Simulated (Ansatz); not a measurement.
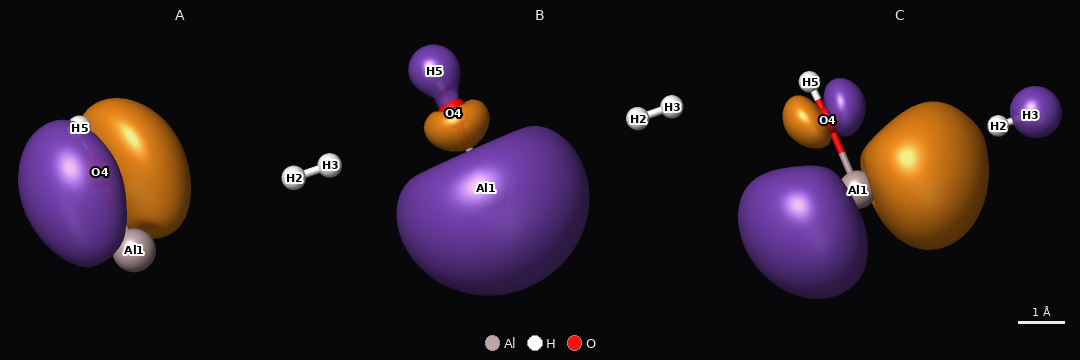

Figure. AlHO···H₂. Three frontier orbitals at ±0.08 Å⁻³ᐟ² (orange and purple are the two phases), in no order.

A transition-state structure; geometry: PBE0-D4/def2-TZVP.

These are results of RKS PBE0-D4/def2-TZVPP (Ansatz), not measurements.

```xyz
5

Al   -0.9235   -0.6122    1.3624
H     0.2041   -0.8738   -1.8837
H     0.4039   -0.9819   -2.5952
O    -0.0586    0.8138    1.5104
H     0.3742    1.6542    1.6061
```

### Which picture is the HOMO−1, the HOMO and the LUMO?

A is the HOMO−1 (−9.32 eV). Its weight (Hirshfeld) is mainly on O4 (about 80 %); largely a lone pair of O4. B is the HOMO (−6.61 eV). Its weight (Hirshfeld) is mainly on Al1 (about 90 %); it is symmetric in the molecular plane (an in-plane orbital: σ, lone-pair or in-plane π type). C is the LUMO (−0.82 eV). It lies mainly on Al1 (about 85 %) and O4 (about 5 %); it is symmetric in the molecular plane (an in-plane orbital: σ, lone-pair or in-plane π type).

### What is the HOMO–LUMO gap?

5.79 eV between the orbital energies.
